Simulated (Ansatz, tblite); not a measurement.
# SiClMe3 (C3H9ClSi): charged states by level of theory

Aim: the energy of removing and adding an electron for SiClMe3 (C3H9ClSi), by energy differences, and how well orbital energies stand in for it.

Method: as each input shows; program: Ansatz 0.2.0, Gaussian basis.

The runs, in order: charge +1 doublet, at the geometry of the singlet (PBE0-D4/def2-TZVP, PBE-D4/def2-TZVP, revPBE-D4/def2-TZVP); charge -1 doublet, at the geometry of the singlet (PBE0-D4/def2-TZVPD, PBE-D4/def2-TZVPD, revPBE-D4/def2-TZVPD); the starting singlet's energies come from earlier runs.

2 further runs of the same task are left out: 2 set aside as unsound or not needed.

## (1) The geometry

The singlet was relaxed beforehand with PBE-D4/def2-SVP.

14 atoms, charge 0, spin multiplicity 1.

Atoms are counted from 1 here; the program's logs count them from 0.

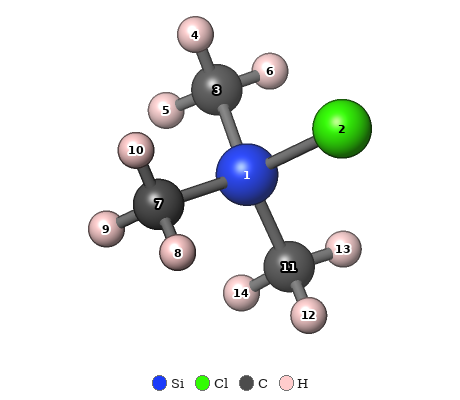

The geometry (silicon blue, chlorine green, carbon dark grey, hydrogen pink); atoms are numbered from 1 in the order of the file.

Geometry (Å):

```xyz
14
C3H9ClSi
Si    0.0014    0.0009    0.4106
Cl    0.0096    0.0063    2.5194
C     1.7945    0.0053   -0.1611
H     2.3280    0.8996    0.2196
H     1.8484    0.0149   -1.2703
H     2.3283   -0.8953    0.2041
C    -0.9032    1.5515   -0.1547
H    -1.9455    1.5607    0.2231
H    -0.9354    1.5995   -1.2637
H    -0.3942    2.4636    0.2171
C    -0.8933   -1.5581   -0.1471
H    -1.9380   -1.5690    0.2239
H    -0.3825   -2.4648    0.2352
H    -0.9182   -1.6153   -1.2560
```

## (2) Charge +1 doublet at the fixed geometry, PBE0-D4/def2-TZVP

Input file in.yaml:

```yaml
crystal:
  periodic: [false, false, false]
  atoms:
    - {symbol: Si, position_ang: [0.001407, 0.000923, 0.410611]}
    - {symbol: Cl, position_ang: [0.009621, 0.006343, 2.519378]}
    - {symbol: C, position_ang: [1.794531, 0.005308, -0.161099]}
    - {symbol: H, position_ang: [2.328026, 0.899613, 0.219570]}
    - {symbol: H, position_ang: [1.848389, 0.014898, -1.270344]}
    - {symbol: H, position_ang: [2.328347, -0.895280, 0.204059]}
    - {symbol: C, position_ang: [-0.903163, 1.551493, -0.154657]}
    - {symbol: H, position_ang: [-1.945483, 1.560679, 0.223124]}
    - {symbol: H, position_ang: [-0.935428, 1.599541, -1.263703]}
    - {symbol: H, position_ang: [-0.394201, 2.463642, 0.217066]}
    - {symbol: C, position_ang: [-0.893295, -1.558064, -0.147136]}
    - {symbol: H, position_ang: [-1.938038, -1.568954, 0.223885]}
    - {symbol: H, position_ang: [-0.382503, -2.464790, 0.235210]}
    - {symbol: H, position_ang: [-0.918199, -1.615342, -1.255975]}
basis:
  gaussian: {orbitals: def2-TZVP}
total_charge: 1
magnetization: {spin_polarized: true, initial_magnetization: 1}
hamiltonian: {xc: pbe0, dispersion: d4}
scf: {omitted_lower_state_checks: [starts]}
output: {orbitals: {seedname: orbitals}}
```

The run is started by

```bash
> ansatz run in.yaml --threads 4 --pin off --events-out ev --progress --plain --max-ram 8704MiB
```

Log:

```text
Functional definition: PBE0
  name "PBE0"
  cite "Adamo & Barone, J. Chem. Phys. 110, 6158 (1999) doi:10.1063/1.478522"
  cite "Perdew, Burke & Ernzerhof, Phys. Rev. Lett. 77, 3865 (1996) doi:10.1103/PhysRevLett.77.3865"
  parent pbe
  parameter a = 0.25
  parameter kappa = 0.804
  parameter beta = 0.06672455060314922
  exchange = (1 - a)*pbe_x(kappa = kappa, mu = beta*pi^2/3) + a*exact_x
  correlation = pbe_c(beta = beta)
these checks for a lower state are left out or cut short: starts
1472 factors; their error is unknown
mean field evaluation 1: about -23620.0357 eV, gradient 6.6e1 eV
mean field evaluation 2: about -23600.0614 eV, gradient 8.4e1 eV
mean field evaluation 4: about -23638.3461 eV, gradient 1.9e1 eV
mean field evaluation 8: about -23640.9428 eV, gradient 1.0e0 eV
mean field evaluation 16: about -23641.0082 eV, gradient 1.7e-2 eV
mean field evaluation 32: about -23641.0082 eV, gradient 1.4e-5 eV
mean field -23641.00820831 eV, -868.7910272046 hartree, gradient 5.0e-6 eV, S^2 0.756358; 0 other end points of the search recorded, 0 dependent functions left out
reference -23641.00824183 eV, -868.7910284363 hartree; 29, 28 occupied and 192, 193 virtual orbitals, 1472 factors
Total energy: -23641.25522035 eV, -868.8001047295 hartree
Checks for a lower state left out: starts
```

It took 16 s on 4 threads of Arm Neoverse V1, shared host; peak memory 1.1 GiB.

From the report: HOMO -13.63 eV, LUMO -12.16 eV (over both spins); ⟨S²⟩ 0.756 (pure: 0.75).

## (3) Charge +1 doublet at the fixed geometry, PBE-D4/def2-TZVP

start.molden holds the orbitals of an earlier run on this state, given as this run's starting guess.

in.yaml, as its differences from that of step 2:

```diff
@@ -18,6 +18,6 @@
 basis:
-  gaussian: {orbitals: def2-TZVP}
+  gaussian: {orbitals: def2-TZVP, initial_orbitals: start.molden}
 total_charge: 1
 magnetization: {spin_polarized: true, initial_magnetization: 1}
-hamiltonian: {xc: pbe0, dispersion: d4}
+hamiltonian: {xc: pbe, dispersion: d4}
 scf: {omitted_lower_state_checks: [starts]}
```

The command is unchanged.

Log:

```text
Functional definition: PBE
  name "PBE"
  cite "Perdew, Burke & Ernzerhof, Phys. Rev. Lett. 77, 3865 (1996) doi:10.1103/PhysRevLett.77.3865"
  parent pbe
  parameter kappa = 0.804
  parameter beta = 0.06672455060314922
  exchange = pbe_x(kappa = kappa, mu = beta*pi^2/3)
  correlation = pbe_c(beta = beta)
these checks for a lower state are left out or cut short: starts
1444 factors; their error is unknown
mean field evaluation 1: about -23638.8153 eV, gradient 8.6e0 eV
mean field evaluation 2: about -23638.9313 eV, gradient 1.7e-1 eV
mean field evaluation 4: about -23638.8961 eV, gradient 3.4e-3 eV
mean field evaluation 8: about -23638.8961 eV, gradient 4.9e-5 eV
mean field -23638.89606740 eV, -868.7134074577 hartree, gradient 2.4e-6 eV, S^2 0.752080; 0 other end points of the search recorded, 0 dependent functions left out
reference -23638.89611179 eV, -868.7134090891 hartree; 29, 28 occupied and 192, 193 virtual orbitals, 1444 factors
Total energy: -23639.18496823 eV, -868.7240243676 hartree
Checks for a lower state left out: starts
```

Run time: 9 s. Hardware: 4 threads of Arm Neoverse V1, shared host; peak memory 0.67 GiB.

Report: HOMO -12.45 eV, LUMO -12.63 eV (over both spins; with the spin held, an empty level of the minority spin lies below the top filled one); ⟨S²⟩ 0.752 (pure: 0.75).

## (4) Charge +1 doublet at the fixed geometry, revPBE-D4/def2-TZVP

in.yaml, as its differences from that of step 3:

```diff
@@ -21,3 +21,3 @@
 magnetization: {spin_polarized: true, initial_magnetization: 1}
-hamiltonian: {xc: pbe, dispersion: d4}
+hamiltonian: {xc: {name: revPBE}, dispersion: d4}
 scf: {omitted_lower_state_checks: [starts]}
```

Launched as before.

Log:

```text
Functional definition: revPBE
  name "revPBE"
  cite "Zhang & Yang, Phys. Rev. Lett. 80, 890 (1998) doi:10.1103/PhysRevLett.80.890"
  cite "Perdew, Burke & Ernzerhof, Phys. Rev. Lett. 77, 3865 (1996) doi:10.1103/PhysRevLett.77.3865"
  parameter kappa = 1.245
  parameter beta = 0.06672455060314922
  exchange = pbe_x(kappa = kappa, mu = beta*pi^2/3)
  correlation = pbe_c(beta = beta)
these checks for a lower state are left out or cut short: starts
1444 factors; their error is unknown
mean field evaluation 1: about -23647.9010 eV, gradient 7.9e0 eV
mean field evaluation 2: about -23647.9899 eV, gradient 1.4e-1 eV
mean field evaluation 4: about -23647.9537 eV, gradient 2.9e-3 eV
mean field evaluation 8: about -23647.9537 eV, gradient 4.6e-5 eV
mean field -23647.95374182 eV, -869.0462708532 hartree, gradient 6.5e-6 eV, S^2 0.752270; 0 other end points of the search recorded, 0 dependent functions left out
reference -23647.95379682 eV, -869.0462728743 hartree; 29, 28 occupied and 192, 193 virtual orbitals, 1444 factors
Total energy: -23648.77557891 eV, -869.0764728091 hartree
Checks for a lower state left out: starts
```

Wall time 9 s (4 threads of Arm Neoverse V1, shared host); peak memory 0.67 GiB.

Report: HOMO -12.41 eV, LUMO -12.58 eV (over both spins; with the spin held, an empty level of the minority spin lies below the top filled one); ⟨S²⟩ 0.752 (pure: 0.75).

## (5) Vertical ionisation energy

Charged state less starting state, singlet to doublet; the starting state's energies are those of its earlier runs.

```
              level  vertical ionisation energy (eV)  time
   PBE-D4/def2-TZVP                            +9.87  11 s
revPBE-D4/def2-TZVP                            +9.90  11 s
  PBE0-D4/def2-TZVP                           +10.29  19 s
```

Times add the two runs; a level without a time comes out of a correlated run.

Beside −ε(HOMO) of the starting state:

```
              level  −ε(HOMO) (eV)  by difference (eV)  mismatch (eV)
   PBE-D4/def2-TZVP           6.99                9.87          -2.88
revPBE-D4/def2-TZVP           6.94                9.90          -2.96
  PBE0-D4/def2-TZVP           8.33               10.29          -1.96
```

## (6) Charge -1 doublet at the fixed geometry, PBE0-D4/def2-TZVPD

in.yaml, as its differences from that of step 4:

```diff
@@ -18,6 +18,6 @@
 basis:
-  gaussian: {orbitals: def2-TZVP, initial_orbitals: start.molden}
-total_charge: 1
+  gaussian: {orbitals: def2-TZVPD}
+total_charge: -1
 magnetization: {spin_polarized: true, initial_magnetization: 1}
-hamiltonian: {xc: {name: revPBE}, dispersion: d4}
+hamiltonian: {xc: pbe0, dispersion: d4}
 scf: {omitted_lower_state_checks: [starts]}
```

The command is unchanged.

Log (excerpt; [...] marks lines left out):

```text
Functional definition: PBE0
  name "PBE0"
  cite "Adamo & Barone, J. Chem. Phys. 110, 6158 (1999) doi:10.1063/1.478522"
  cite "Perdew, Burke & Ernzerhof, Phys. Rev. Lett. 77, 3865 (1996) doi:10.1103/PhysRevLett.77.3865"
  parent pbe
[...]
1585 factors; their error is unknown
[...]
mean field -23650.36702861 eV, -869.1349575069 hartree, gradient 2.4e-5 eV, S^2 0.750178; 0 other end points of the search recorded, 0 dependent functions left out
reference -23650.36707113 eV, -869.1349590694 hartree; 30, 29 occupied and 251, 252 virtual orbitals, 1585 factors
Total energy: -23650.68685817 eV, -869.1467110265 hartree
Checks for a lower state left out: starts
```

It took 25 s on 4 threads of Arm Neoverse V1, shared host; peak memory 1.3 GiB.

Report: HOMO 1.85 eV, LUMO 2.90 eV (over both spins); ⟨S²⟩ 0.750 (pure: 0.75). Doubts: highest occupied level lies above zero.

## (7) Charge -1 doublet at the fixed geometry, PBE-D4/def2-TZVPD

in.yaml, as its differences from that of step 6:

```diff
@@ -18,6 +18,6 @@
 basis:
-  gaussian: {orbitals: def2-TZVPD}
+  gaussian: {orbitals: def2-TZVPD, initial_orbitals: start.molden}
 total_charge: -1
 magnetization: {spin_polarized: true, initial_magnetization: 1}
-hamiltonian: {xc: pbe0, dispersion: d4}
+hamiltonian: {xc: pbe, dispersion: d4}
 scf: {omitted_lower_state_checks: [starts]}
```

The command is unchanged.

Log:

```text
Functional definition: PBE
  name "PBE"
  cite "Perdew, Burke & Ernzerhof, Phys. Rev. Lett. 77, 3865 (1996) doi:10.1103/PhysRevLett.77.3865"
  parent pbe
  parameter kappa = 0.804
  parameter beta = 0.06672455060314922
  exchange = pbe_x(kappa = kappa, mu = beta*pi^2/3)
  correlation = pbe_c(beta = beta)
these checks for a lower state are left out or cut short: starts
1536 factors; their error is unknown
mean field evaluation 1: about -23647.9437 eV, gradient 8.6e0 eV
mean field evaluation 2: about -23648.0562 eV, gradient 1.5e-1 eV
mean field evaluation 4: about -23648.0134 eV, gradient 3.4e-3 eV
mean field evaluation 8: about -23648.0134 eV, gradient 2.3e-5 eV
mean field -23648.01335951 eV, -869.0484617628 hartree, gradient 2.2e-5 eV, S^2 0.750139; 0 other end points of the search recorded, 0 dependent functions left out
reference -23648.01341619 eV, -869.0484638457 hartree; 30, 29 occupied and 251, 252 virtual orbitals, 1536 factors
Total energy: -23648.38688368 eV, -869.0621885229 hartree
Checks for a lower state left out: starts
```

Wall time 9 s (4 threads of Arm Neoverse V1, shared host).

Report: HOMO 2.04 eV, LUMO 2.38 eV (over both spins); ⟨S²⟩ 0.750 (pure: 0.75). Doubts: highest occupied level lies above zero.

## (8) Charge -1 doublet at the fixed geometry, revPBE-D4/def2-TZVPD

in.yaml, as its differences from that of step 7:

```diff
@@ -21,3 +21,3 @@
 magnetization: {spin_polarized: true, initial_magnetization: 1}
-hamiltonian: {xc: pbe, dispersion: d4}
+hamiltonian: {xc: {name: revPBE}, dispersion: d4}
 scf: {omitted_lower_state_checks: [starts]}
```

Launched as before.

Log:

```text
Functional definition: revPBE
  name "revPBE"
  cite "Zhang & Yang, Phys. Rev. Lett. 80, 890 (1998) doi:10.1103/PhysRevLett.80.890"
  cite "Perdew, Burke & Ernzerhof, Phys. Rev. Lett. 77, 3865 (1996) doi:10.1103/PhysRevLett.77.3865"
  parameter kappa = 1.245
  parameter beta = 0.06672455060314922
  exchange = pbe_x(kappa = kappa, mu = beta*pi^2/3)
  correlation = pbe_c(beta = beta)
these checks for a lower state are left out or cut short: starts
1536 factors; their error is unknown
mean field evaluation 1: about -23656.9115 eV, gradient 7.9e0 eV
mean field evaluation 2: about -23656.9980 eV, gradient 1.4e-1 eV
mean field evaluation 4: about -23656.9555 eV, gradient 1.8e-2 eV
mean field evaluation 8: about -23656.9555 eV, gradient 1.8e-5 eV
mean field -23656.95549689 eV, -869.3770792503 hartree, gradient 1.9e-5 eV, S^2 0.750084; 0 other end points of the search recorded, 0 dependent functions left out
reference -23656.95556712 eV, -869.3770818314 hartree; 30, 29 occupied and 251, 252 virtual orbitals, 1536 factors
Total energy: -23658.03509762 eV, -869.4167538454 hartree
Checks for a lower state left out: starts
```

Wall time 9 s (4 threads of Arm Neoverse V1, shared host).

Report: HOMO 2.08 eV, LUMO 2.33 eV (over both spins); ⟨S²⟩ 0.750 (pure: 0.75). Doubts: highest occupied level lies above zero.

## (9) Vertical electron affinity

Starting state less charged state (positive: the electron is bound), singlet to doublet; the starting state's energies are those of its earlier runs.

```
               level  vertical electron affinity (eV)  time
   PBE-D4/def2-TZVPD                            -0.71  12 s
revPBE-D4/def2-TZVPD                            -0.69  12 s
  PBE0-D4/def2-TZVPD                            -0.89  29 s
```

Times add the two runs; a level without a time comes out of a correlated run.

Beside −ε(LUMO) of the starting state:

```
               level  −ε(LUMO) (eV)  by difference (eV)  mismatch (eV)
   PBE-D4/def2-TZVPD           0.58               -0.71          +1.30
revPBE-D4/def2-TZVPD           0.58               -0.69          +1.26
  PBE0-D4/def2-TZVPD          -0.03               -0.89          +0.86
```

## (10) What came out

```
                                             quantity                                    value
 vertical ionisation energy, functionals in def2-TZVP      9.87 (PBE-D4) to 10.29 eV (PBE0-D4)
vertical electron affinity, functionals in def2-TZVPD  -0.89 (PBE0-D4) to -0.69 eV (revPBE-D4)
```

The vertical ionisation energy spans 9.87 to 10.29 eV over the functionals. −ε(HOMO) misses the level's own difference by -1.96 eV at best (PBE0-D4) and -2.96 eV at worst (revPBE-D4). The vertical electron affinity spans -0.89 to -0.69 eV over the functionals. A negative affinity means an unbound electron, held by the basis alone. −ε(LUMO) misses the level's own difference by +0.86 eV at best (PBE0-D4) and +1.30 eV at worst (PBE-D4).
